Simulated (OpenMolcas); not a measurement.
Ti²⁺ complex: multiconfigurational calculation

- system: Ti²⁺ with 4 ligands (Br; tetrahedron, 2.71 Å), neutralised by 4 outer point charges of +0.5 e, whose field is part of the energies.
- method: state-averaged CASSCF, active space 2 electrons in the shell 3d, basis ANO-RCC-VDZP on the metal and ANO-RCC-VDZP on the ligands, DKH2 scalar Hamiltonian, spin-orbit coupling by RASSI with atomic mean-field integrals (OpenMolcas)

Results in brief:

```tsv
quantity	value
outcome	converged
energy of the lowest spin-free term	−11270.81130 hartree
energy of the lowest spin-orbit level	−11270.81135 hartree
largest spread among components of a term	0.0 cm⁻¹
hardware	1 thread of Arm Neoverse V1, 24 GiB of memory available, shared host
wall time	55 s
peak memory	0.27 GiB
```

Remarks:

Without dynamic correlation the splittings between terms come out too large, often by 20 to 50 %. To bear in mind: covalent bonds, ligand orbitals missing from the active space; distances are set from ionic radii, not optimised.

The input:
```
&GATEWAY
Coord
5

Ti 0.0 0.0 0.0
Br 1.564619 1.564619 1.564619
Br 1.564619 -1.564619 -1.564619
Br -1.564619 1.564619 -1.564619
Br -1.564619 -1.564619 1.564619
Basis=Ti.ANO-RCC-VDZP,Br.ANO-RCC-VDZP
Group=NoSym
NoMove
AngMom=0.0 0.0 0.0
AMFI
RICD
XField
4 Angstrom 0
3.412140 3.412140 3.412140 0.500000
3.412140 -3.412140 -3.412140 0.500000
-3.412140 3.412140 -3.412140 0.500000
-3.412140 -3.412140 3.412140 0.500000
&SEWARD
&RASSCF
FileOrb=start.orb
Symmetry=1
Spin=3
nActEl=2 0 0
Inactive=81
Ras2=5
CIRoot=10 10 1
SDav=10
CIMx=300
Iter=150 100
PrWF=0.3
OrbListing=Nothing
MaxOrb=0
LevShft=1.0
>>> COPY $Project.JobIph JOB001
&RASSCF
FileOrb=start.orb
Symmetry=1
Spin=1
nActEl=2 0 0
Inactive=81
Ras2=5
CIRoot=15 15 1
SDav=15
CIMx=300
Iter=150 100
PrWF=0.3
OrbListing=Nothing
MaxOrb=0
LevShft=1.0
>>> COPY $Project.JobIph JOB002
&RASSI
NrOfJobIphs=2 10 15
1 2 3 4 5 6 7 8 9 10
1 2 3 4 5 6 7 8 9 10 11 12 13 14 15
IphNames
JOB001
JOB002
EJob
SpinOrbit
DIPRint=1.0
SOCoupling=1000.0
Subsets=2
Property=9
'ANGMOM' 1 'ANGMOM' 2 'ANGMOM' 3 'MLTPL  1' 1 'MLTPL  1' 2 'MLTPL  1' 3
'AMFI' 1 'AMFI' 2 'AMFI' 3
SOProperty=3
'ANGMOM' 1 'ANGMOM' 2 'ANGMOM' 3
```

The file start.orb holds starting orbitals from an earlier step. A driver script formed the levels outside the program, from RASSI's spin-orbit matrix and the active-space energies, averaged over the components of each term or state.

Command:
```bash
OMP_NUM_THREADS=1 MOLCAS_MEM=2457 MOLCAS_PROJECT=a pymolcas a.inp > a.log  # once for each step of the input, in one work folder
```

The program's output (extracts):
```
--- SEWARD ---
Basis set label: TI.ANO-RCC...5S4P2D1F.

      Electronic valence basis set:
      ------------------
      Associated Effective Charge  22.000000 au
      Associated Actual Charge     22.000000 au
      Nuclear Model: Point charge

      Shell  nPrim  nBasis  Cartesian Spherical Contaminant
         s      21       5        X
         p      15       4        X
         d      10       2                 X
         f       6       1                 X
                  Relativistic Douglas-Kroll-Hess integrals:
                    - DKH order of Hamiltonian: 2
                    - DKH order of Properties : 0
                  Atomic mean-field integrals
--- RASSCF ---
Wave function specifications:
      -----------------------------

      Number of closed shell electrons         162
      Number of electrons in active shells       2
      Max number of holes in RAS1 space          0
      Max nr of electrons in RAS3 space          0
      Number of inactive orbitals               81
      Number of active orbitals                  5
      Number of secondary orbitals              56
      Spin quantum number                      1.0
      State symmetry                             1
Orbital specifications:
      -----------------------

      Symmetry species                           1
                                                 a
      Frozen orbitals                            0
      Inactive orbitals                         81
      Active orbitals                            5
      RAS1 orbitals                              0
      RAS2 orbitals                              5
      RAS3 orbitals                              0
      Secondary orbitals                        56
      Deleted orbitals                           0
      Number of basis functions                142
      Number of CSFs                            10
      Number of root(s) required                10
      Iter CI   SX   CI       RASSCF       Energy    max ROT     max BLB   max BLB  Level Ln srch  Step   QN
          iter iter root      energy       change     param      element    value   shift minimum  type update
 Nr of preliminary CI iterations:   1
      Total energies have been shifted. Add               -11000.00 au
        1   1   16    0  -270.55886401    0.00E+00  -4.09E-02   52 126 1 -1.01E-01*  0.87   0.00    SX    NO
        2   1   14    0  -270.73337886   -1.75E-01* -1.13E-02   52 126 1 -3.70E-02*  0.93   0.00    SX    NO
        3   1   14    0  -270.76778186   -3.44E-02* -7.34E-03   52  83 1  1.58E-02*  0.95   0.00    SX    NO
        4   1   14    0  -270.77706548   -9.28E-03* -5.60E-03   52  83 1  1.02E-02*  0.95   0.00    SX    NO
        5   1   13    0  -270.78012189   -3.06E-03* -7.62E-03   52  83 1  6.65E-03*  0.96   2.47    LS   YES
        6   1   12    0  -270.78180850   -1.69E-03*  3.51E-03   16 108 1  2.81E-03*  0.96   1.08    QN   YES
        7   1   11    0  -270.78204804   -2.40E-04*  3.82E-03    8 105 1 -1.93E-03*  0.96   2.12    LS   YES
        8   1   11    0  -270.78213852   -9.05E-05* -8.77E-04    8 105 1 -1.64E-03*  0.96   1.01    QN   YES
        9   1   11    0  -270.78216399   -2.55E-05* -1.09E-03   13 107 1 -7.72E-04*  0.96   1.38    QN   YES
       10   1   10    0  -270.78216928   -5.29E-06* -7.45E-04   13 107 1 -1.95E-04*  0.96   1.34    QN   YES
       11   1    9    0  -270.78217048   -1.19E-06* -4.08E-04    9  90 1 -9.75E-05   0.96   1.36    QN   YES
       12   1    8    0  -270.78217077   -2.99E-07*  1.38E-04   13 107 1  8.49E-05   0.96   1.41    QN   YES
       13   1    7    0  -270.78217084   -6.91E-08* -3.20E-05   13 107 1  4.12E-05   0.96   1.41    QN   YES
       14   1    7    0  -270.78217086   -1.55E-08* -7.75E-06   52  88 1  7.25E-06   0.96   2.50    QN   YES
       15   1    6    0  -270.78217083    3.37E-08* -5.29E-06    9  90 1  6.41E-06   0.96   0.02    LS   YES
       16   1    6    0  -270.78217082    2.44E-09   8.30E-06   52  88 1  6.02E-06   0.96  -0.20    QN   YES
      Convergence after 16 iterations
       17   1    6    0  -270.78217082   -1.74E-09   8.30E-06    9  90 1  3.57E-06   0.96  -0.20    QN   YES
      Natural orbitals and occupation numbers for root  1
      sym 1:  -0.000000   0.000000   1.000000   0.000000   1.000000
      Natural orbitals and occupation numbers for root  2
      sym 1:   0.999448  -0.000000   0.999448   0.000552   0.000552
      Natural orbitals and occupation numbers for root  3
      sym 1:   0.000193   0.000193   0.000000   0.999807   0.999807
::    RASSCF root number  1 Total energy: -11270.81129973
::    RASSCF root number  2 Total energy: -11270.80084708
::    RASSCF root number  3 Total energy: -11270.80084708
::    RASSCF root number  4 Total energy: -11270.80084708
::    RASSCF root number  5 Total energy: -11270.79303781
::    RASSCF root number  6 Total energy: -11270.79303781
::    RASSCF root number  7 Total energy: -11270.79303781
::    RASSCF root number  8 Total energy: -11270.74291794
::    RASSCF root number  9 Total energy: -11270.74291794
::    RASSCF root number 10 Total energy: -11270.74291794
--- RASSCF ---
Wave function specifications:
      -----------------------------

      Number of closed shell electrons         162
      Number of electrons in active shells       2
      Max number of holes in RAS1 space          0
      Max nr of electrons in RAS3 space          0
      Number of inactive orbitals               81
      Number of active orbitals                  5
      Number of secondary orbitals              56
      Spin quantum number                      0.0
      State symmetry                             1
Orbital specifications:
      -----------------------

      Symmetry species                           1
                                                 a
      Frozen orbitals                            0
      Inactive orbitals                         81
      Active orbitals                            5
      RAS1 orbitals                              0
      RAS2 orbitals                              5
      RAS3 orbitals                              0
      Secondary orbitals                        56
      Deleted orbitals                           0
      Number of basis functions                142
      Number of CSFs                            15
      Number of root(s) required                15
      Iter CI   SX   CI       RASSCF       Energy    max ROT     max BLB   max BLB  Level Ln srch  Step   QN
          iter iter root      energy       change     param      element    value   shift minimum  type update
 Nr of preliminary CI iterations:   1
      Total energies have been shifted. Add               -11000.00 au
        1   1    9    0  -270.72795597    0.00E+00  -9.10E-03   86  95 1 -5.86E-03*  0.97   0.00    SX    NO
        2   1    9    0  -270.72858339   -6.27E-04*  4.30E-03   63 104 1  5.38E-03*  0.96   0.00    SX    NO
        3   1    8    0  -270.72878497   -2.02E-04*  2.55E-03   63 104 1  2.70E-03*  0.96   0.00    SX    NO
        4   1    8    0  -270.72886529   -8.03E-05*  1.54E-03   63 104 1  1.47E-03*  0.96   0.00    SX    NO
        5   1    8    0  -270.72890001   -3.47E-05*  2.27E-03   72  83 1  9.87E-04*  0.96   2.50    LS   YES
        6   1    7    0  -270.72892604   -2.60E-05* -1.07E-03   72  83 1  4.97E-04*  0.95   1.37    QN   YES
        7   1    7    0  -270.72892981   -3.78E-06* -5.39E-04   63 104 1 -2.37E-04*  0.95   1.28    QN   YES
        8   1    6    0  -270.72893072   -9.03E-07* -3.26E-04   63  88 1  1.20E-04*  0.95   1.61    LS   YES
        9   1    6    0  -270.72893087   -1.53E-07* -1.79E-04   70 103 1  1.00E-04*  0.95   1.03    QN   YES
       10   1    6    0  -270.72893102   -1.53E-07* -1.65E-04   70 103 1  4.84E-05   0.95   1.92    LS   YES
       11   1    6    0  -270.72893103   -7.19E-09  -7.45E-05   63 104 1  6.11E-05   0.95   0.55    LS   YES
      Convergence after 11 iterations
       12   1    6    0  -270.72893104   -1.29E-08* -7.45E-05   63 104 1  3.76E-05   0.95   0.55    LS   YES
      Natural orbitals and occupation numbers for root  1
      sym 1:   0.007186   0.134013   0.827769   0.203263   0.827769
      Natural orbitals and occupation numbers for root  2
      sym 1:   0.222455   0.095628   0.827769   0.026378   0.827769
      Natural orbitals and occupation numbers for root  3
      sym 1:   0.743443   0.251724   0.724263   0.279140   0.001430
::    RASSCF root number  1 Total energy: -11270.75939286
::    RASSCF root number  2 Total energy: -11270.75939286
::    RASSCF root number  3 Total energy: -11270.75065912
::    RASSCF root number  4 Total energy: -11270.75065912
::    RASSCF root number  5 Total energy: -11270.75065912
::    RASSCF root number  6 Total energy: -11270.73178429
::    RASSCF root number  7 Total energy: -11270.72968717
::    RASSCF root number  8 Total energy: -11270.72968717
::    RASSCF root number  9 Total energy: -11270.72968717
::    RASSCF root number 10 Total energy: -11270.72601566
::    RASSCF root number 11 Total energy: -11270.72601566
::    RASSCF root number 12 Total energy: -11270.72225477
::    RASSCF root number 13 Total energy: -11270.72225477
::    RASSCF root number 14 Total energy: -11270.72225477
::    RASSCF root number 15 Total energy: -11270.62356108
--- RASSI ---
SPIN-FREE ENERGIES:
  (Shifted by EMIN (a.u.) =     -11270.8112997296)

 SF State       Relative EMIN(au)   Rel lowest level(eV)    D:o, cm**(-1)

     1             0.0000000000        0.0000000000              0.0000
     2             0.0104526489        0.2844310664           2294.0913
     3             0.0104526489        0.2844310664           2294.0913
     4             0.0104526489        0.2844310664           2294.0913
     5             0.0182619135        0.4969319823           4008.0267
     6             0.0182619135        0.4969319823           4008.0267
     7             0.0182619135        0.4969319823           4008.0267
    11             0.0519068716        1.4124579331          11392.2415
    12             0.0519068716        1.4124579331          11392.2415
    13             0.0606406068        1.6501149739          13309.0748
    14             0.0606406068        1.6501149739          13309.0748
    15             0.0606406068        1.6501149739          13309.0748
    10             0.0683817885        1.8607632585          15008.0678
     8             0.0683817885        1.8607632585          15008.0678
     9             0.0683817885        1.8607632585          15008.0678
    16             0.0795154371        2.1637252726          17451.6213
    17             0.0816125572        2.2207908168          17911.8859
    18             0.0816125572        2.2207908168          17911.8859
    19             0.0816125572        2.2207908168          17911.8859
    20             0.0852840659        2.3206976570          18717.6889
    21             0.0852840659        2.3206976570          18717.6889
    22             0.0890449536        2.4230366261          19543.1084
    23             0.0890449536        2.4230366261          19543.1084
    24             0.0890449536        2.4230366261          19543.1084
    25             0.1877386439        5.1086287536          41203.8697
     Dipole printing threshold changed to   1.00000000E+00

++ Dipole transition strengths (spin-free states):
   -----------------------------------------------
     for osc. strength at least  1.00000000E+00

  ( Max oscillator strength is only    4.0913068580388260E-004 )
--
Eigenvalues of complex Hamiltonian:
   -----------------------------------
  (Shifted by EMIN (a.u.) =     -11270.8112997296)

 SO State       Relative EMIN(au)   Rel lowest level(eV)    D:o, cm**(-1)

     1            -0.0000521429        0.0000000000              0.0000
     2            -0.0000521429        0.0000000000              0.0000
     3            -0.0000521429        0.0000000000              0.0000
     4             0.0103247180        0.2823687716           2277.4577
     5             0.0104067172        0.2846000841           2295.4545
     6             0.0104067172        0.2846000841           2295.4545
     7             0.0104067172        0.2846000841           2295.4545
     8             0.0104333992        0.2853261362           2301.3105
     9             0.0104333992        0.2853261362           2301.3105
    10             0.0104932530        0.2869548423           2314.4469
    11             0.0104932530        0.2869548423           2314.4469
    12             0.0104932530        0.2869548423           2314.4469
    13             0.0179840012        0.4907884850           3958.4761
    14             0.0179840012        0.4907884850           3958.4761
    15             0.0179840012        0.4907884850           3958.4761
    16             0.0180297265        0.4920327338           3968.5116
    17             0.0180297265        0.4920327339           3968.5116
    18             0.0185813399        0.5070428979           4089.5768
    19             0.0185813399        0.5070428979           4089.5768
    20             0.0185813399        0.5070428979           4089.5768
    21             0.0188565421        0.5145315321           4149.9767
    22             0.0518929372        1.4134976393          11400.6273
    23             0.0518929372        1.4134976392          11400.6273
    24             0.0606103089        1.6507094066          13313.8692
    25             0.0606103089        1.6507094066          13313.8692
    26             0.0606103089        1.6507094066          13313.8692
    27             0.0679015569        1.8491143748          14914.1132
    28             0.0681467562        1.8557865859          14967.9282
    29             0.0681467562        1.8557865859          14967.9282
    30             0.0681467562        1.8557865859          14967.9282
    31             0.0686408006        1.8692302181          15076.3585
    32             0.0686408006        1.8692302181          15076.3585
    33             0.0686548490        1.8696124970          15079.4417
    34             0.0686548490        1.8696124970          15079.4417
    35             0.0686548490        1.8696124970          15079.4417
    36             0.0795194174        2.1652524635          17463.9389
    37             0.0816154899        2.2222895025          17923.9736
    38             0.0816154899        2.2222895025          17923.9736
    39             0.0816154899        2.2222895025          17923.9736
    40             0.0852904250        2.3222895796          18730.5286
    41             0.0852904250        2.3222895796          18730.5286
Weights of the five most important spin-orbit-free states for each spin-orbit state.

 SO State  Total energy (au)           Spin-free states, spin, and weights
 -------------------------------------------------------------------------------------------------------
    1        -0.000052       1 1.0  0.9953    4 1.0  0.0022    2 1.0  0.0017    3 1.0  0.0007   14 0.0  0.0000
    2        -0.000052       1 1.0  0.9953    4 1.0  0.0020    3 1.0  0.0019    2 1.0  0.0007   13 0.0  0.0000
    3        -0.000052       1 1.0  0.9953    2 1.0  0.0022    3 1.0  0.0020    4 1.0  0.0005   14 0.0  0.0000
    4         0.010325       3 1.0  0.3333    4 1.0  0.3333    2 1.0  0.3333    5 1.0  0.0000    1 1.0  0.0000
    5         0.010407       3 1.0  0.4960    4 1.0  0.4960    1 1.0  0.0046    5 1.0  0.0016    6 1.0  0.0015
    6         0.010407       2 1.0  0.4960    4 1.0  0.2896    3 1.0  0.2065    1 1.0  0.0046    7 1.0  0.0015
    7         0.010407       2 1.0  0.4960    3 1.0  0.2895    4 1.0  0.2065    1 1.0  0.0046    7 1.0  0.0015
    8         0.010433       4 1.0  0.6570    2 1.0  0.2024    3 1.0  0.1305    6 1.0  0.0051    7 1.0  0.0044
    9         0.010433       3 1.0  0.5295    2 1.0  0.4575    5 1.0  0.0063    4 1.0  0.0030    7 1.0  0.0021
   10         0.010493       4 1.0  0.4974    3 1.0  0.3745    2 1.0  0.1252    5 1.0  0.0013    6 1.0  0.0013
   11         0.010493       4 1.0  0.4961    2 1.0  0.3734    3 1.0  0.1276    5 1.0  0.0014    7 1.0  0.0013
   12         0.010493       2 1.0  0.4985    3 1.0  0.4951    4 1.0  0.0036    6 1.0  0.0014    7 1.0  0.0014
```

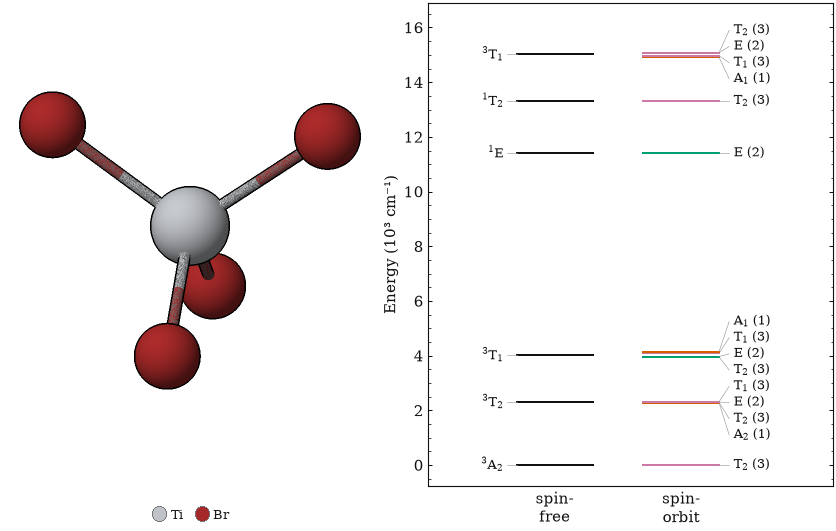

**Figure 1.** Ti²⁺ (3d²) with 4 ligands, Br⁻, at 2.71 Å (arrangement: tetrahedron, Td), neutralised by outer point charges of +0.5 e, and its levels. Labels give the representation in O, Td, D4 or D3 as the site allows (double group for half-integer spin) where it could be assigned and, in brackets, the degeneracy; spin-free states, where drawn, share the zero of the spin-orbit levels. The ground level is T₂, 3-fold degenerate, 100 % from states of spin multiplicity 3. The next level lies at 2,280 cm⁻¹ (A₂). The lowest spin-free state is ³A₂, from the free-ion F term; of the same spin there follow at 2,290 cm⁻¹ (³T₂), 4,010 cm⁻¹ (³T₁) and 15,000 cm⁻¹ (³T₁) above it. The active orbitals hold 94 to 97 % metal character (Löwdin), and the Mulliken charge of the metal is +1.26.
